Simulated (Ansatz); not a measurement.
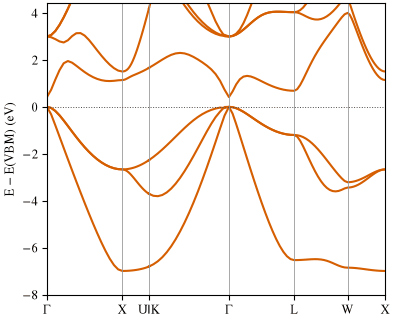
*Band structure from r²SCAN in the plane-wave PAW code Ansatz*

Problem. Read off the gap and where the band edges lie.

Solution. About 0.4 eV (0.42 eV by a search for the band edges); maximum at Γ, minimum at Γ.

The material is GaSb (zinc blende, F-43m).

Symmetry was held in the r²SCAN relaxation; of distortions, only those at the zone centre were tested. Scalar-relativistic: spin–orbit coupling is off unless named, which matters more the heavier the elements.

Potentials: the earlier of the program's two PAW sets.
